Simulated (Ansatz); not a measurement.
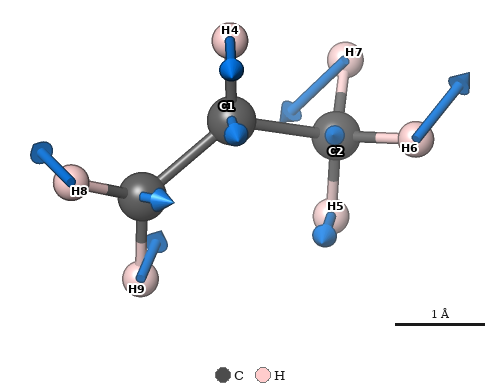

This is a relaxation of C3H6. The starting structure is drawn; blue arrows show the displacements, 30 times their true length. The two geometries are superimposed by the best rigid fit.

A ball-and-stick model, seen at a tilt.

It is one of the separated products of a reaction.

Computed with RKS PBE0-D4/def2-TZVP in Ansatz.

Input file:
```yaml
crystal:
  periodic: [false, false, false]
  atoms:
    - {symbol: C, position_ang: [0.409046, 0.669676, -0.275046]}
    - {symbol: C, position_ang: [-0.850696, 0.865886, -1.037801]}
    - {symbol: C, position_ang: [1.205735, -0.401533, -0.355010]}
    - {symbol: H, position_ang: [0.690976, 1.481694, 0.391668]}
    - {symbol: H, position_ang: [-1.089679, 0.004778, -1.664300]}
    - {symbol: H, position_ang: [-0.757981, 1.746257, -1.680973]}
    - {symbol: H, position_ang: [-1.680588, 1.060960, -0.353150]}
    - {symbol: H, position_ang: [2.146165, -0.451799, 0.185953]}
    - {symbol: H, position_ang: [0.986557, -1.229540, -1.023214]}
basis:
  gaussian: {orbitals: def2-TZVP}
hamiltonian: {xc: pbe0, dispersion: d4}
relax: {f_tol: 0.005, max_steps: 200}
```

### Atoms of which element are displaced furthest, and by how much?

Hydrogen: up to 0.043 Å, against 0.024 Å for carbon.

### Describe the change and its energy.

The atom that moves furthest after the best rigid fit is H7 (0.043 Å). Largest moves by element: H 0.043 Å, C 0.024 Å. Near-neighbour distances that change, for instance: C1–C3 1.337 → 1.325 Å. The energy falls by 0.013 eV in 3 accepted moves (5 points after the start). The largest force component goes from 0.66 to 0.0043 eV/Å. The line search rejected the trial steps at points 1, 3 of the run. The run took about 18 core-seconds on a shared host.
